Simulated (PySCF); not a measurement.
System: C$_{6}$H$_{11}$F$_{2}$NSi.

Input

```
{"job": {"kind": "nmr", "xc": "PBE0", "basis": "pcSseg-1"}, "charge": 0, "multiplicity": 1}
C      3.497431     0.793958     0.160992
C      2.550718     0.206376    -0.275315
C      1.390632    -0.492345    -0.785614
C      0.103735    -0.102979    -0.030315
C     -0.209533     1.383435    -0.249438
C     -1.375665     1.814088     0.620140
F     -1.004063     1.897027     1.921853
F     -1.808918     3.054180     0.276257
N     -1.018676    -0.910050    -0.432683
Si    -1.462786    -2.392853     0.321961
H      4.333664     1.303026     0.537449
H      1.542871    -1.569681    -0.677404
H      1.269274    -0.266517    -1.849918
H      0.263239    -0.272180     1.039210
H     -0.480311     1.563424    -1.291950
H      0.663507     1.989315    -0.000834
H     -2.232783     1.126408     0.559087
H     -1.224799    -0.795056    -1.414584
H     -1.557914    -2.092230     1.748263
H     -0.508028    -3.495968     0.124392
H     -2.740514    -2.724436    -0.302020
```

Launched as:

```sh
OMP_NUM_THREADS=1 python probes_run.py task.json out
```

Geometry: GFN2-xTB.

All numbers below come from PySCF 2.14.0, PBE0/pcSseg-1, SCF density, gas phase, non-relativistic.

What can the converged electron density and electron localisation function tell about the bonding?

Answer. C–F (1.36 Å): the density is about 2.2 e/Å³ at the midpoint, with its minimum of 1.8 e/Å³ about 0.5 Å from C; the ELF peaks at about 0.85 between the atoms: a shared but strongly polarised pair.

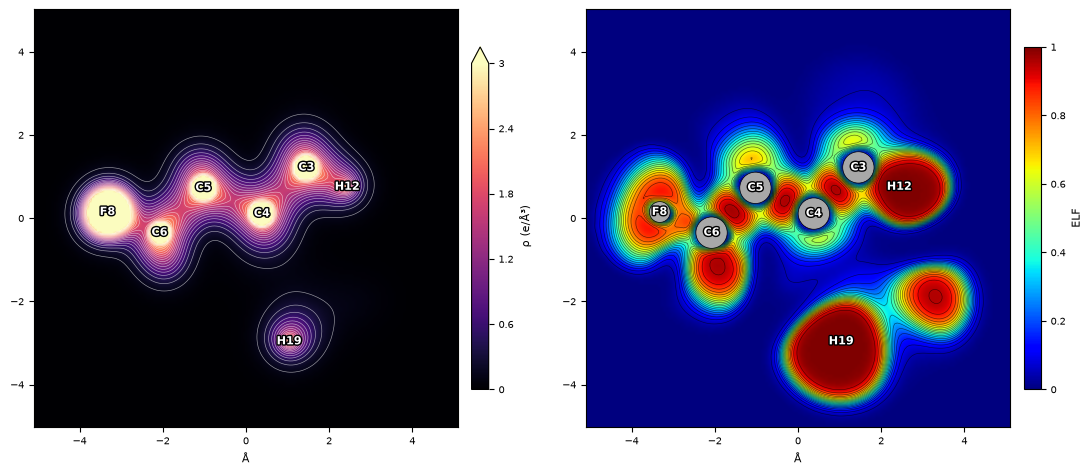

Computed electron density and electron localisation function on the plane of atoms C3, C4 and C5, in this order. Grey discs cover the atomic cores in the ELF map. 
